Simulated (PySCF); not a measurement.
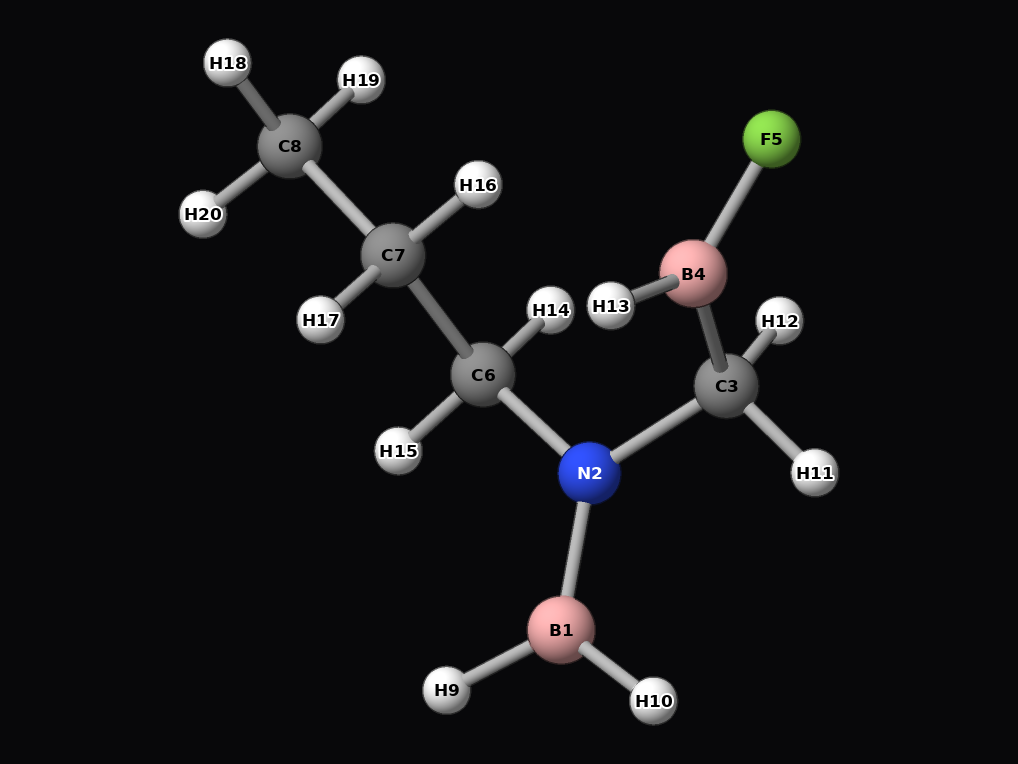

The questions are on isotropic NMR shieldings of the H atoms. The geometry was computed by an optimisation with GFN2-xTB. No frequency run is at hand to confirm it as a minimum. Method: GIAO PBE0/pcSseg-1 NMR shielding, non-relativistic, gas phase (PySCF 2.14.0).

Which H atom is the most shielded (lowest chemical shift)?

Answer. H19 (30.95 ppm).

Which H atom is the least shielded (highest chemical shift)?

Answer. H13 (26.21 ppm).

How wide is the range of H shifts?

Answer. 4.74 ppm.

Give the isotropic NMR shieldings of the H atoms atom by atom.

```tsv
atom	σ (ppm)
H9	27.03
H10	27.13
H11	28.20
H12	28.98
H13	26.21
H14	29.03
H15	28.06
H16	30.65
H17	30.27
H18	30.40
H19	30.95
H20	30.73
```

The geometry is semi-empirical. Around B such bond lengths and angles can be off by a tenth of an ångström or more and by several degrees, and values that hang on the shape move with them.
